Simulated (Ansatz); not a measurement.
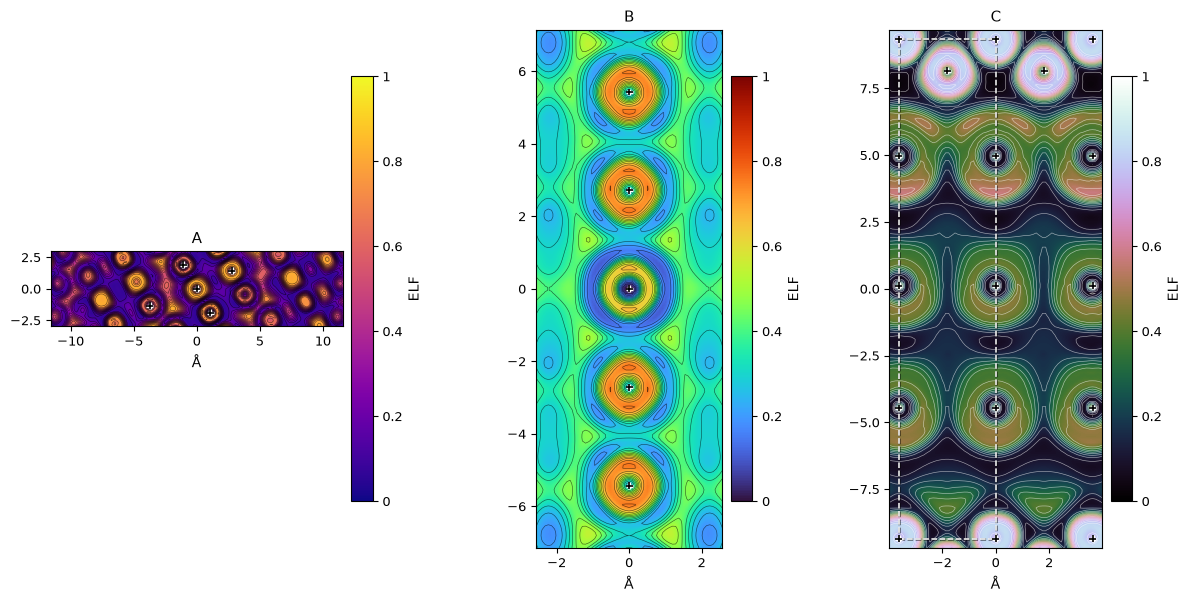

The ELF of 3 systems, each on a plane through atoms (crosses mark nuclei in the plane).

Level of theory: DFT PBE, scalar-relativistic, plane waves, PAW (Ansatz 0.2.0).

System 1: TiMo4, the (101) plane of the conventional cell. Space group C2/m; a generated structure, not necessarily the stable one; computed without spin polarisation.

System 2: HfBi3O, the (100) plane of the conventional cell. Space group P4/nmm; a generated structure, not necessarily the stable one; changed on purpose from its base cell (volume × 0.94, shape and atoms relaxed); computed pressure about 2 GPa in this cell.

```xyz
10
Lattice="3.6256 0.0000 0.0000 0.0000 3.6256 0.0000 0.0000 0.0000 18.6862" Properties=species:S:1:pos:R:3 pbc="T T T"
Hf    0.0000    1.8128   17.5082
Hf    1.8128    0.0000    1.1780
Bi    1.8128    0.0000   10.6457
Bi    1.8128    0.0000   15.4933
Bi    0.0000    1.8128   12.6225
Bi    0.0000    1.8128    8.0405
Bi    0.0000    1.8128    3.1929
Bi    1.8128    0.0000    6.0637
O     1.8128    1.8128    0.0000
O     0.0000    0.0000    0.0000
```

System 3: ScTi2O2, the (111) plane of the conventional cell. Space group R-3m; a generated structure, not necessarily the stable one; computed without spin polarisation.

```
CELL_PARAMETERS angstrom
3.04809 0.00000 0.00000
-1.52405 2.63973 0.00000
0.00000 0.00000 22.22824
ATOMIC_POSITIONS crystal
Sc 0.00000 0.00000 0.00000
Sc 0.66667 0.33333 0.33333
Sc 0.33333 0.66667 0.66667
Ti 0.66667 0.33333 0.11584
Ti 0.33333 0.66667 0.44918
Ti 0.00000 0.00000 0.78251
Ti 0.00000 0.00000 0.21749
Ti 0.66667 0.33333 0.55082
Ti 0.33333 0.66667 0.88416
O 0.33333 0.66667 0.05838
O 0.00000 0.00000 0.39171
O 0.66667 0.33333 0.72505
O 0.33333 0.66667 0.27495
O 0.00000 0.00000 0.60829
O 0.66667 0.33333 0.94162
```

Match each panel to its system.

Answer. Panel A is system 3, ScTi2O2: the plane holds Sc, Ti and O. Ti–O (2.17 Å): the ELF peaks at about 0.80 in the valence shell of O, 0.6 Å from its nucleus, and is about 0.10 at the midpoint; no localised pair shows between them. Panel B is system 1, TiMo4: the plane holds Ti and Mo. Mo–Mo (2.71 Å): the ELF is about 0.30 at the midpoint; no localised pair shows between them. Panel C is system 2, HfBi3O: the plane holds Hf, Bi and O. Hf–O (2.16 Å): the ELF peaks at about 0.85 in the valence shell of O, 0.6 Å from its nucleus, and drops to about 0.15 between the two atoms; no localised pair shows between them.
